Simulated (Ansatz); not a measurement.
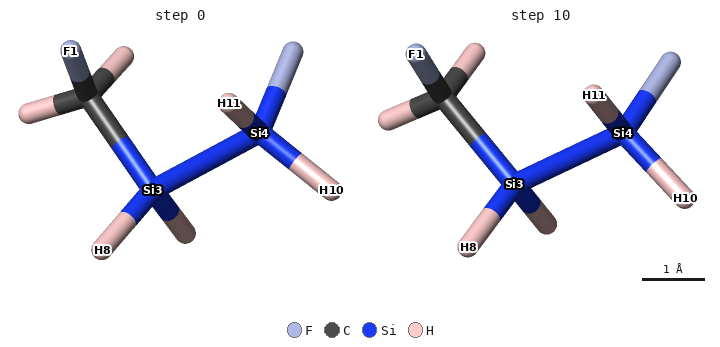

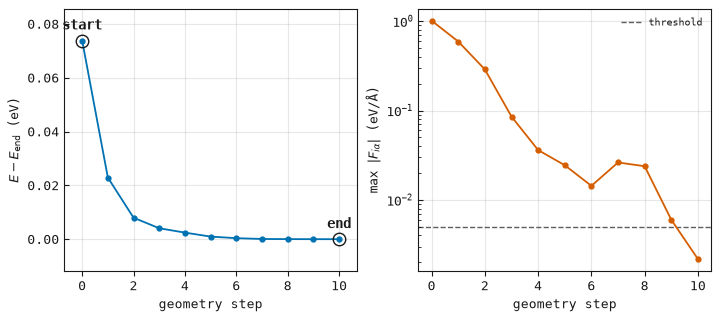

First and last geometry of a relaxation of CH₆F₂Si₂, with the history of the run. Style: stick. Shown from a free direction.

The start comes from PBE-D4/def2-SVP.

These are results of RKS PBE0-D4/def2-TZVP (Ansatz 0.2.0), not measurements. Settings: force threshold 0.005 eV/Å; at most 150 steps.

> Read the history and describe the run.

It converged. The atom that moves furthest after the best rigid fit is an F atom (0.33 Å). By element the largest moves are F 0.33 Å, H 0.20 Å, Si 0.10 Å, C 0.08 Å. Among the contacts that change: F–Si 1.651 → 1.608 Å, H–Si 1.504 → 1.485 Å, C–H 1.114 → 1.095 Å, C–Si 1.920 → 1.901 Å. Bond angles that change, for instance: C–Si–Si 103.8° → 110.1°, Si–Si–F 105.4° → 108.5°, F–C–Si 107.6° → 109.9°. The energy falls by 0.074 eV in 10 geometry steps. The largest force component goes from 1 to 0.0022 eV/Å. The run took 30 s on 4 threads of Arm Neoverse V2, with other jobs on the host.

```
step  E − E(0), eV  largest force component, eV/Å
   0        0.0000                         1.0135
   1       -0.0509                         0.5923
   2       -0.0659                         0.2886
   3       -0.0698                         0.0856
   4       -0.0714                         0.0361
   5       -0.0729                         0.0245
   6       -0.0735                         0.0144
   7       -0.0738                         0.0263
   8       -0.0738                         0.0238
   9       -0.0738                         0.0060
  10       -0.0739                         0.0022
```
